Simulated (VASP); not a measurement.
Consider the following.

```xyz
4
Lattice="3.4749 0.0000 0.0000 -1.7374 3.0093 0.0000 0.0000 0.0000 5.6618" Properties=species:S:1:pos:R:3 pbc="T T T"
Hf     0.0000     2.0062     0.0001
Hf     1.7374     1.0031     2.8310
N      0.0000     2.0062     2.1230
N      1.7374     1.0031     4.9539
```

Calculation: PBE GGA, VASP's PBE PAW potentials (set 64) (plane waves; VASP). Run with 520 eV cut-off, 11×11×6 Γ-centred mesh, tetrahedra with Blöchl corrections, potentials Hf_pv N.

Unless said otherwise, spin-orbit coupling is left out, though it shifts the bands of the heavy elements here.

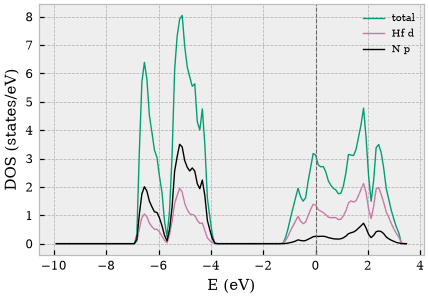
Fig. 1. Total and projected density of states, zero at the Fermi level

Within 2 eV below the Fermi level the largest weight inside VASP's projection spheres is Hf d.

It has no gap at this level: it comes out as a metal or semimetal.

The structure was generated: HfN was put into the wurtzite type (P6_3mc), which need not be its known phase. It was relaxed first, which changed the volume by -35 %.
